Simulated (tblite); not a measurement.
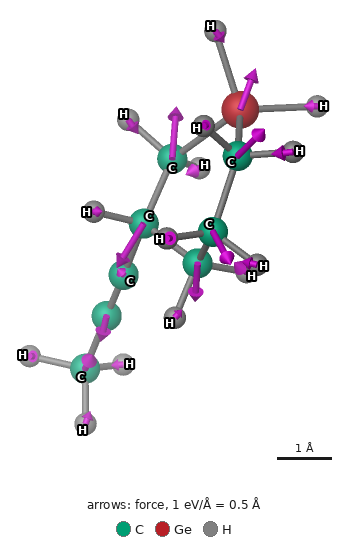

Starting geometry of C₈H₁₄Ge with the computed forces as purple arrows. The picture is a ball-and-stick view, seen from a free direction.

Level of theory: tblite 0.8.0, GFN2-xTB geometry optimisation, gas phase. 

Q: What follows when this structure is relaxed?

A: It isn't relaxed: the largest force vector, on a C atom, is 2.34 eV/Å. The final displacements have little in common with the starting forces (cosine between the two patterns 0.08). Over 130 geometry steps the energy falls by 16.7 kcal/mol. The atom that moves furthest after the best rigid fit is an H atom (1.37 Å). By element the largest moves are H 1.37 Å, C 0.44 Å, Ge 0.43 Å. Some distances before and after: C–Ge 3.003 → 3.213 Å, C–C 1.476 → 1.533 Å, C–Ge 1.918 → 1.975 Å, Ge–H 1.560 → 1.508 Å. Bond angles that change, for instance: C–C–Ge 115.6° → 109.3°, Ge–C–H 106.0° → 112.3°, H–C–H 114.9° → 108.9°. Groups turn about C–Ge by about 65°, C–C by about 55°, C–Ge by about 50°.
